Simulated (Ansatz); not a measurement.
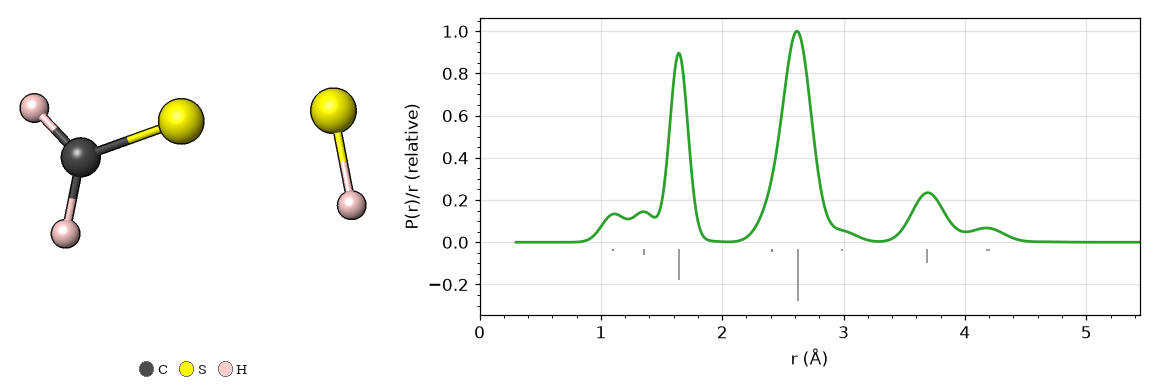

Simulated gas electron diffraction: radial distribution curve of CH₃S₂ (charge -1, ignored in the scattering factors). Each pair of atoms contributes with weight ZᵢZⱼ/r (bars below the curve); damping constant 0.0015 Å²; vibrational amplitudes assumed, not computed: 0.05 Å for bonds, 0.078 Å for bonds to H, 0.06 + 0.015 r up to 0.15 Å for other pairs. The geometry is the end point of an optimisation (RKS PBE0/cc-pVDZ (Ansatz)); it may be a saddle point or a higher isomer.

Read the positions of the first 6 clear peaks and name the main pairs (– for bonds).

Peak 1, 1.11 Å: C–H 1.10 Å (×2)
Peak 2, 1.35 Å: S–H 1.36 Å
Peak 3, 1.64 Å: S–C 1.64 Å
Peak 4, 2.62 Å: S···H 2.41 Å (×2), S···S 2.62 Å, not resolved
Peak 5, 3.69 Å: S···C 3.69 Å
Peak 6, 4.18 Å: S···H 4.18–4.20 Å (×2)
